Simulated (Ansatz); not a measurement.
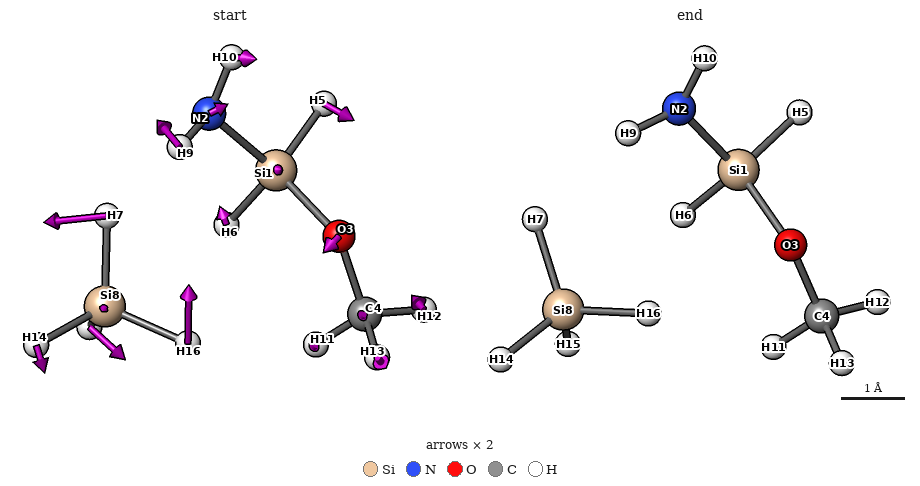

The structure of CH$_{11}$NOSi$_{2}$ before (left) and after (right) a relaxation, at one scale. The purple arrows give the displacements, magnified 2 times.

The picture is a ball-and-stick view, seen face on.

The run prepares an end point of a later path (reaction) calculation, from a guessed geometry.

Method: Ansatz 0.2.0, RKS LDA/def2-SVP. Set-up: no spin polarisation; force threshold 0.03 eV/Å; at most 50 steps.

What changed between the two?

The largest moves after the best rigid fit, 0.55 Å, are those of H7 and H16. By element the largest moves are H 0.55 Å, O 0.21 Å, N 0.18 Å, C 0.09 Å, Si 0.09 Å. Some distances before and after: Si1–N2 1.774 → 1.704 Å, H7–Si8 1.454 → 1.508 Å, Si1–O3 1.664 → 1.672 Å. Bond angles that change, for instance: Si1–N2–H10 116.3° → 121.0°, Si1–N2–H9 117.2° → 120.6°, O3–Si1–H5 112.7° → 110.1°. After 12 accepted moves (13 points after the start) the energy has fallen by 0.137 eV. Largest force component: 1.3 eV/Å at the start, 0.016 eV/Å at the end. The line search rejected the trial step at point 4 of the run.
